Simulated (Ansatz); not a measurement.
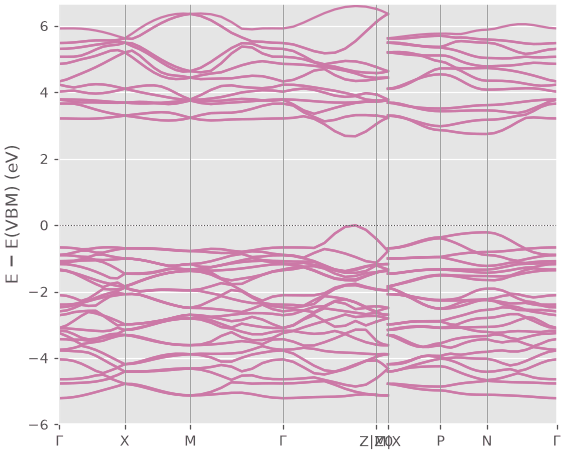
Fig. 1. Band structure from r²SCAN with spin–orbit coupling (plane waves, PAW; program Ansatz)

Problem. Read off the gap and where the band edges lie.

Solution. About 2.7 eV (2.66 eV by a search for the band edges); maximum on the Γ–Z line, 75 % of the way from Γ, minimum on the Γ–Z line, 73 % of the way from Γ.

The material is VBiO4 in space group I4_1/amd (No. 141; V on 4b, Bi on 4a, O on 16h).

The first step of the workflow began from a Materials Project structure, measured or hypothetical; the Crystallography Open Database files this formula in space group No. 141, but the cells were not matched. It is not the phase usual at ambient conditions (space group No. 88). The cell was relaxed with r²SCAN under the symmetry of its start; its stability against distortions is not shown here. The run is not spin-polarised. No Hubbard U is applied.

Potentials: the later of the program's two PAW sets.
